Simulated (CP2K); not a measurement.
Consider 2-isocyanopyridine at its PBE geometry (Å).

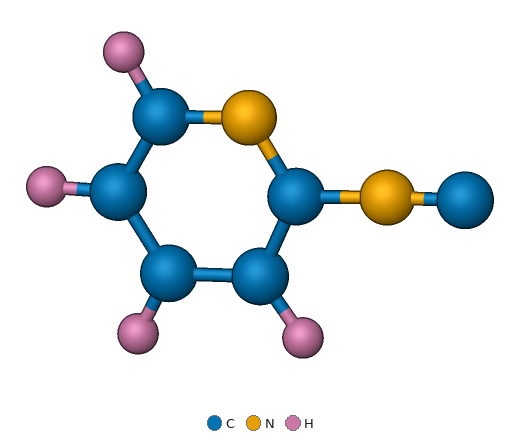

The molecule (carbon blue, nitrogen orange, hydrogen pink).

```xyz
12

C     3.6558   -0.0851   -0.1973
N     2.4758    0.0169   -0.1433
C     1.0892    0.1023   -0.0734
C     0.3522   -1.0684    0.1546
C    -1.0354   -0.9566    0.2090
C    -1.6199    0.2998    0.0381
C    -0.7835    1.4001   -0.1764
N     0.5557    1.3221   -0.2349
H     0.8628   -2.0210    0.2812
H    -1.6498   -1.8396    0.3823
H    -2.7004    0.4299    0.0707
H    -1.2026    2.3995   -0.3106
```

Method: CP2K XAS_TDP, all-electron GAPW, PBEh(45%), aug-cc-pVDZ, TDA, GW2X-corrected core level, no relativity.

**Question.** Where do the C K-edge lines lie, and how strong are they?

Leading lines: C1 288.46 eV, C3 288.45 eV, C4 287.02 eV, C5 287.02 eV, C6 287.02 eV and C7 287.46 eV. The leading line of an atom is its first one with 35 % of the strongest within 2.5 eV of its lowest line over the strength cut. Core ionisation energies at this level: C5 293.16, C7 293.47, C4 292.74, C6 292.69, C1 294.74 and C3 294.58 eV.

The first six lines of each atom with a strength over 0.0015:

| atom | energy (eV) | states | strength, one atom | above the computed threshold |
| --- | --- | --- | --- | --- |
| C1 (bonded to N) | 288.46 | 1 | 0.0636 |  |
|  | 288.92 | 1 | 0.0703 |  |
|  | 293.33 | 1 | 0.0046 |  |
|  | 294.55 | 1 | 0.0052 |  |
|  | 294.64 | 1 | 0.0015 |  |
|  | 294.70 | 1 | 0.0016 |  |
| C3 (bonded to C and 2 N) | 288.45 | 1 | 0.0519 |  |
|  | 292.51 | 1 | 0.0043 |  |
|  | 293.00 | 1 | 0.0021 |  |
|  | 293.39 | 1 | 0.0065 |  |
|  | 293.66 | 1 | 0.0065 |  |
|  | 293.94 | 1 | 0.0141 |  |
| C4 (bonded to 2 C and H) | 287.02 | 1 | 0.0496 |  |
|  | 290.45 | 1 | 0.0123 |  |
|  | 291.54 | 1 | 0.0043 |  |
|  | 292.13 | 1 | 0.0031 |  |
|  | 292.19 | 1 | 0.0048 |  |
|  | 293.18 | 1 | 0.0044 | yes |
| C5 (bonded to 2 C and H) | 287.02 | 1 | 0.0539 |  |
|  | 290.71 | 1 | 0.0121 |  |
|  | 292.14 | 1 | 0.0033 |  |
|  | 292.48 | 1 | 0.0066 |  |
|  | 293.67 | 1 | 0.0041 | yes |
|  | 293.70 | 1 | 0.0022 | yes |
| C6 (bonded to 2 C and H) | 287.02 | 1 | 0.0482 |  |
|  | 290.31 | 1 | 0.0118 |  |
|  | 291.46 | 1 | 0.0016 |  |
|  | 291.72 | 1 | 0.0023 |  |
|  | 291.95 | 1 | 0.0097 |  |
|  | 292.90 | 1 | 0.0016 | yes |
| C7 (bonded to C, N and H) | 287.46 | 1 | 0.0555 |  |
|  | 291.31 | 1 | 0.0115 |  |
|  | 292.23 | 1 | 0.0032 |  |
|  | 292.86 | 1 | 0.0069 |  |
|  | 292.93 | 1 | 0.0028 |  |
|  | 294.13 | 2 | 0.0084 | yes |

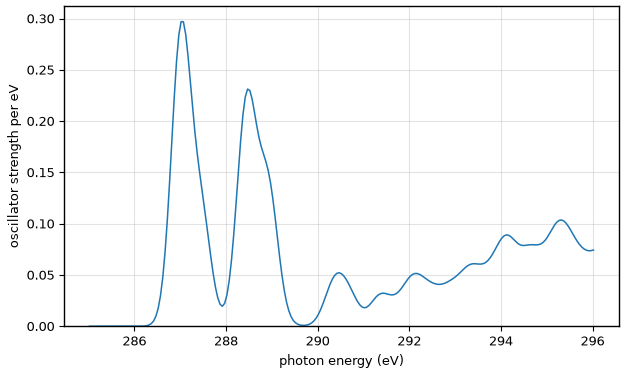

All atoms added, broadened by 0.5 eV.

Lines are vertical, at one geometry, with no vibrational structure. GW2X ionisation energies and lines can be off by 1 to 2 eV either way, and a good line position may hide errors that cancel. These values hold no scalar relativity, about 0.1 eV for C 1s. Rydberg lines, and the discretised continuum above threshold, depend on the basis and the box.

[Banner, clock and machine lines of the logs are left out without a mark of their own.]

[Logs are printed without paths, hosts, clocks, repeated set-up lines and the standing remarks that a program may print on its own settings, such as how far it seeks lower states.]

[Hosts, paths, dates, database ids (printed as entryN), source tags and the programs' standing remarks are cut or masked in the printed files.]
